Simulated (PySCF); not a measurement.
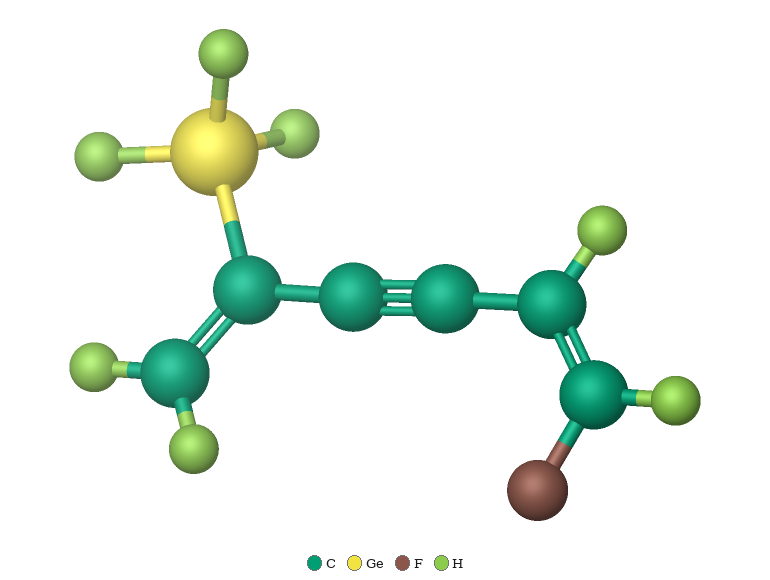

The computed structure is the end point of a GFN2-xTB optimisation. No frequency run is at hand to confirm it as a minimum. Method: CAM-B3LYP/def2-SVPD, gas phase (PySCF 2.14.0). Excitations: vertical, linear response.

> What is the brightest of the 8 lowest singlets?

4.73 eV.

> What is the dipole moment?

0.96 D.

> Give the lowest vertical singlet excitation at this level.

4.65 eV.

> Give the HOMO energy (Kohn–Sham orbital) at this level.

−7.78 eV.

The geometry is semi-empirical. Around Ge such bond lengths and angles can be off by a tenth of an ångström or more and by several degrees, and values that hang on the shape move with them.
